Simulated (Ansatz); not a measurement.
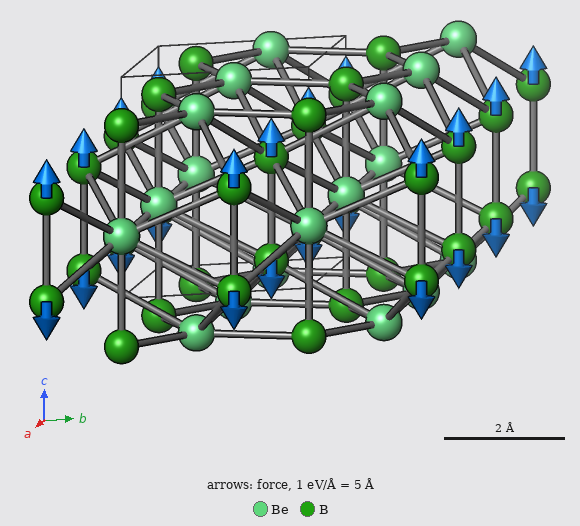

Starting geometry of solid Be2B3 (a generated structure, set up in P-6m2) with the computed forces as blue arrows. A ball-and-stick model of the cell of the calculation, repeated 3 × 2 × 1 with one cell outlined, seen slightly off an axis.

All numbers below come from DFT PBE, scalar-relativistic, plane waves, PAW (Ansatz).

The input:
```yaml
crystal:
  lattice:
    - [3.310818709, 0.0, 0.0]
    - [-1.6554093545, 2.8672531094, 0.0]
    - [0.0, 0.0, 3.7390043326]
  atoms:
    - { symbol: Be, position: [0.6666666667, 0.3333333333, 0.5] }
    - { symbol: Be, position: [0.3333333333, 0.6666666667, 0.0] }
    - { symbol: B, position: [0.0, 0.0, 0.7344940982] }
    - { symbol: B, position: [0.0, 0.0, 0.2655059018] }
    - { symbol: B, position: [0.6666666667, 0.3333333333, 0.0] }
basis:
  ecutwfc: 420
kpoints:
  mp_grid: { grid: [15, 15, 10] }
hamiltonian:
  xc: pbe
scf:
  occupations: { method: gaussian, width: 0.1 }
output:
  forces: true
  stress: true
  eigenvalues: true
relax:
  adjacent_minimum: "off"
  f_tol: 0.01
  max_steps: 80
  cell: { stress_tol: 0.05 }
```

Command:
```bash
ansatz run input.yaml --threads 1 --pin off --max-ram 2048MiB --backend cpu --events-out ev --progress --plain --runs-dir out
```

### What follows when this structure is relaxed?

It isn't relaxed: the largest force vector, on B atoms, is 0.13 eV/Å. The atoms end up moving mostly along the starting forces (cosine between the two patterns 1.00). The largest moves relative to the cell, 0.054 Å, are those of B3 and B4. B4 goes along −c. Be stays in place. The volume changes by +6.9 %, with a = b 3.311 → 3.540 Å (+6.9 %), c 3.739 → 3.498 Å (−6.4 %). Among the contacts that change: B3–B4 1.985 → 1.750 Å, Be2–B5 1.912 → 2.044 Å, Be1–B5 1.870 → 1.749 Å, Be1–B3 2.103 → 2.223 Å. The space group stays P-6m2 (No. 187). The energy falls by 0.119 eV per cell of the calculation in 12 accepted moves (16 points after the start). The largest force component goes from 0.13 to 0.00025 eV/Å. Pressure: 0.82 GPa at the start and −0.01 GPa at the end. The line search rejected the trial steps at points 10, 11 of the run. The SCF was repeated twice at an unchanged geometry on a basis and grid sized afresh for the cell, which shifted the energy by 6.5 meV per cell of the calculation at most. Cost: 2.4 min on 1 thread of Arm Neoverse V1 (shared host), peak memory 0.38 GiB.
